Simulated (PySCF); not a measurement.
# One shape, several levels: [SiF3]− (SMILES F[Si-](F)F)

Aim: a comparison of 6 runs (B2PLYP/STO-6G, PBE/STO-6G, SVWN5/STO-6G, UPBE0/STO-6G, wB97X-V/STO-6G, CCSDT/STO-6G) of [SiF3]−. The job is set up through a Python script.

The results are computed with PySCF 2.14.0.

3 further runs of the same task are left out: 1 that didn't finish, 2 set aside as unsound or not needed.

## (1) The structure to begin with

[SiF3]−: 4 atoms, total charge -1, spin state singlet. SMILES: `F[Si-](F)F`. The Si1–F2 distance was set to 3.048 Å, away from the relaxed value. At this shape a bond of the SMILES string is far longer than usual.

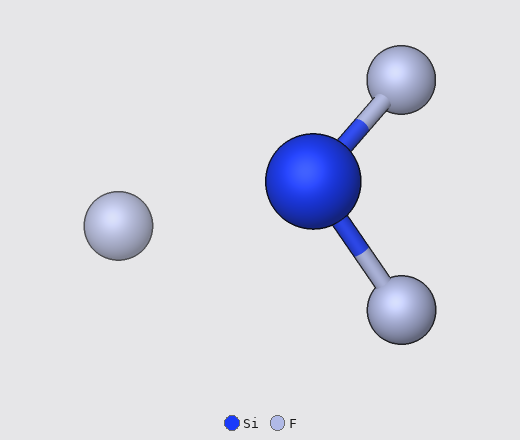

The structure, seen from a chosen angle (silicon blue, fluorine light blue).

## (2) The energy at B2PLYP/STO-6G (run 1)

Contents of start.xyz:

```xyz
4
F3Si
Si    -1.150668     0.035153     1.406634
F      1.428310    -0.030960    -0.216950
F     -1.833508     1.279633     0.478774
F     -1.882728    -1.195677     0.496284
```

Contents of input.py:

```python
from pyscf import gto, dft, mp

mol = gto.M(
    atom='start.xyz',
    basis='sto-6g',
    max_memory=1860,
    verbose=3,
    charge=-1,
)

mf = dft.RKS(mol, xc='0.53*HF + 0.47*B88, 0.73*LYP')
mf.grids.level = 5
mf.conv_tol = 1e-10
mf.kernel()
if not mf.converged:
    mf = mf.newton().run(mf.mo_coeff, mf.mo_occ)

pt = mp.MP2(mf, frozen=8).run()
e_final = mf.e_tot + 0.27 * pt.e_corr
print('PT2 part  %.8f' % (0.27 * pt.e_corr))
print(f'total energy: {e_final:.8f} hartree')
```

On the command line:

```
$ OMP_NUM_THREADS=1 python input.py
```

The log of the run:

```text
converged SCF energy = -585.599250936031
E(RMP2) = -585.803253806569  E_corr = -0.204002870537636
E(SCS-RMP2) = -585.82644949564  E_corr = -0.227198559608622
PT2 part  -0.05508078
total energy: -585.65433171 hartree
```

Wall time 7.5 s (1 thread of Arm Neoverse V1, shared host); peak memory 0.22 GiB.

## (3) The energy at PBE/STO-6G (run 2)

Contents of input.py:

```python
from pyscf import gto, dft

mol = gto.M(
    atom='''
Si    -1.150668     0.035153     1.406634
F      1.428310    -0.030960    -0.216950
F     -1.833508     1.279633     0.478774
F     -1.882728    -1.195677     0.496284
''',
    basis='sto-6g',
    spin=0,
    verbose=3,
    max_memory=1860,
    charge=-1,
)

mf = dft.RKS(mol)
mf.xc = 'pbe'
mf.conv_tol = 1e-10
mf.grids.level = 5
mf.kernel()
if not mf.converged:
    mf = mf.newton().run(mf.mo_coeff, mf.mo_occ)

etot = mf.e_tot
print('Final energy', etot)
```

On the command line:

```
$ OMP_NUM_THREADS=1 python input.py
```

The log of the run:

```text
converged SCF energy = -585.70496100393
Final energy -585.7049610039303
```

It took 11 s on 1 thread of Arm Neoverse V1, shared host; peak memory 0.22 GiB.

Runs 3 to 5 aren't shown in full; the table further down has their settings and results.

## (4) The energy at CCSDT/STO-6G (run 6)

Contents of input.py:

```python
from pyscf import gto, cc

molecule = gto.Mole()
molecule.atom = [
    ('Si', (-1.150668, 0.035153, 1.406634)),
    ('F', (1.428310, -0.030960, -0.216950)),
    ('F', (-1.833508, 1.279633, 0.478774)),
    ('F', (-1.882728, -1.195677, 0.496284)),
]
molecule.spin = 0
molecule.verbose = 3
molecule.charge = -1
molecule.basis = 'sto-6g'
molecule.max_memory = 1860
molecule.build()

calc0 = molecule.RHF()
calc0.conv_tol = 1e-10
calc0.kernel()
if not calc0.converged:
    calc0 = calc0.newton().run(calc0.mo_coeff, calc0.mo_occ)

mycc = cc.CCSDT(calc0, frozen=8)
mycc.kernel()
etot = mycc.e_tot
print(f'total energy: {etot:.8f} hartree')
```

On the command line:

```
$ OMP_NUM_THREADS=1 python input.py
```

The log of the run:

```text
converged SCF energy = -584.437423265752
_make_eris_incore_RCCSDT

WARN: A large `blksize` is being used, which may cause large memory consumption
      for storing contraction intermediates. If memory is sufficient, consider using
      `pyscf.cc.rccsdt_highm.RCCSDT` instead.

RCCSDT converged
E(RCCSDT) = -584.5781578133048   E_corr = -0.1407345475526178
E_corr(same-spin) = -0.011038652538902
E_corr(oppo-spin) = -0.129695895013716
total energy: -584.57815781 hartree
```

Run time: 5.7 s. Hardware: 1 thread of Arm Neoverse V1, shared host; peak memory 0.12 GiB.

## (5) All runs side by side

```csv
run,level,frozen core orbitals,follow instability,energy (Eh),HOMO energy (eV),LUMO energy (eV),HOMO–LUMO gap (eV),wall time
1,B2PLYP/STO-6G,8,–,-585.654332,6.45,10.75,4.30,7.5 s
2,PBE/STO-6G,–,–,-585.704961,9.53,9.72,0.19,11 s
3,SVWN5/STO-6G,–,–,-582.971416,9.58,9.68,0.10,17 s
4,UPBE0/STO-6G,–,yes,-585.768150,7.25,9.94,2.69,72 s
5,wB97X-V/STO-6G,–,–,-585.990160,5.67,11.96,6.29,36 s
6,CCSDT/STO-6G,8,–,-584.578158,5.07,12.25,7.18,5.7 s
```

## (6) What came out

```
                                                    quantity          value
                                         run 6: total energy  -584.57816 Eh
                  run 6: HOMO energy (Hartree–Fock orbitals)        5.07 eV
                  run 6: LUMO energy (Hartree–Fock orbitals)       12.25 eV
run 6: HOMO–LUMO gap (to an unbound level, set by the basis)        7.18 eV
          run 6: correlation energy (8 core orbitals frozen)     -140.7 mEh
                                        run 6: T1 diagnostic          0.086
```

**Reading.** Over runs 1, 2, 3, 4, 5 the HOMO–LUMO gap runs from 0.10 eV (SVWN5/STO-6G) to 6.29 eV (wB97X-V/STO-6G). The empty levels of an anion lie above zero and hang on the basis. Totals of different functionals can't be ranked against each other. In runs 1, 2, 3, 4, 5, 6 the HOMO lies above zero, so the outermost electron may be held by the basis alone. In runs 1, 2, 3, 4, 5, 6 the basis is minimal, so the values are rough. All runs together took 2.5 min, the longest 72 s.
